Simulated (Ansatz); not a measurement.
**H$_{3}$Si (SMILES [SiH3+]) (charge +1): density, localisation and related maps**

Input file:

```
crystal:
  periodic: [false, false, false]
  atoms:
    - {symbol: Si, position_ang: [-0.000008, -0.000000, 0.000005]}
    - {symbol: H, position_ang: [0.686861, 0.675449, 1.112978]}
    - {symbol: H, position_ang: [-0.118398, -1.467179, -0.009923]}
    - {symbol: H, position_ang: [-0.568456, 0.791730, -1.103060]}
basis:
  gaussian: {orbitals: def2-TZVPP}
total_charge: 1
hamiltonian: {xc: pbe0, dispersion: d4}
output: {orbitals: {seedname: orbitals}}
```

Run with:

```sh
ansatz run in.yaml --threads 2 --pin off --events-out ev --progress --plain --max-ram 32768MiB --backend cpu
```

Geometry: PBE0-D4/def2-TZVP.

These are results of RKS PBE0-D4/def2-TZVPP in Ansatz, not measurements.

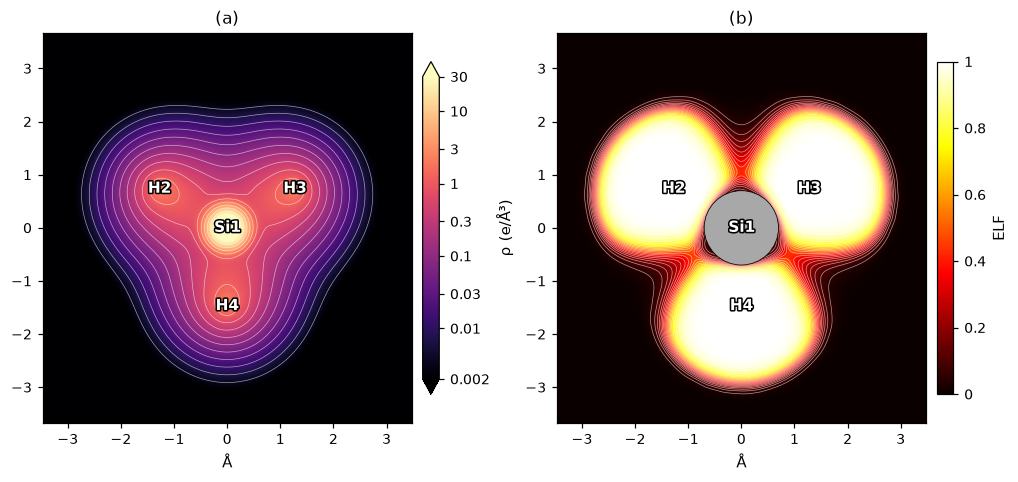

Figure 1. (a) electron density; (b) ELF on the molecular plane. Grey discs cover the atomic cores in the ELF map.

> Read the bonding off the picture.

Atoms in the plane: Si and H.
Si–H (1.47 Å): ρ is about 0.9 e/Å³ halfway; the ELF climbs to about 1 towards the hydrogen, as it does in any bond to H.

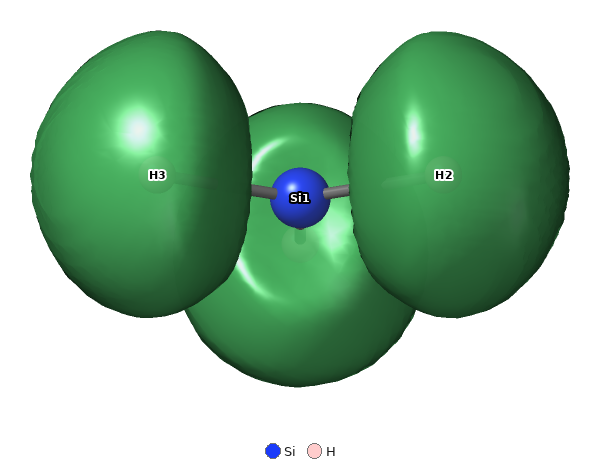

Figure 2. Isosurface of the electron localisation function at 0.9 (green), seen from one side. Only the valence region is drawn (cores and ρ < 0.01 e/Å³ removed).

> Where are the electrons localised?

The surface consists of three regions around hydrogen nuclei.

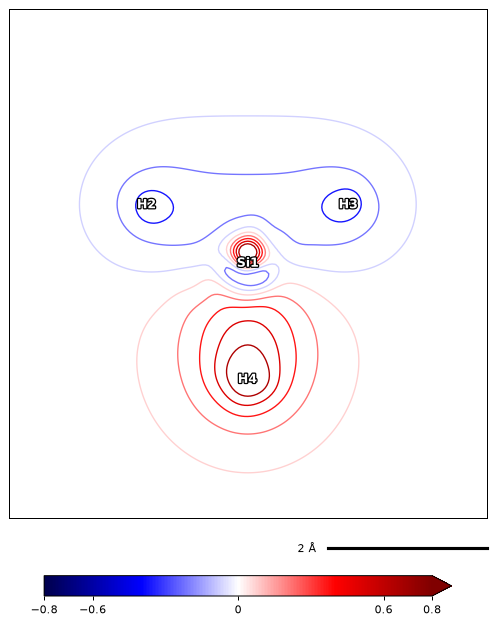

Figure 3. The HOMO on the molecular plane (values in Å⁻³ᐟ²; the overall sign is arbitrary).

> Describe this orbital and give its energy.

Its weight (Hirshfeld) is mainly on Si1 (about 45 %), H4 (about 35 %), H2 (about 10 %) and H3 (about 10 %); it is symmetric in the molecular plane (an in-plane orbital: σ, lone-pair or in-plane π type). It is one of a degenerate set, so its orientation is arbitrary. Its energy is −17.70 eV.

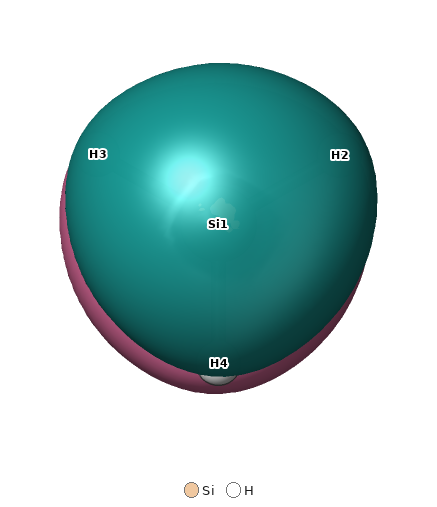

Figure 4. The LUMO at ±0.08 Å⁻³ᐟ² (teal and pink are the two phases), seen across its widest extent.

> Where does this orbital lie, and at what energy?

Its weight (Hirshfeld) is mainly on Si1 (about 85 %); it changes sign across the molecular plane (π type). Its energy is −10.23 eV.
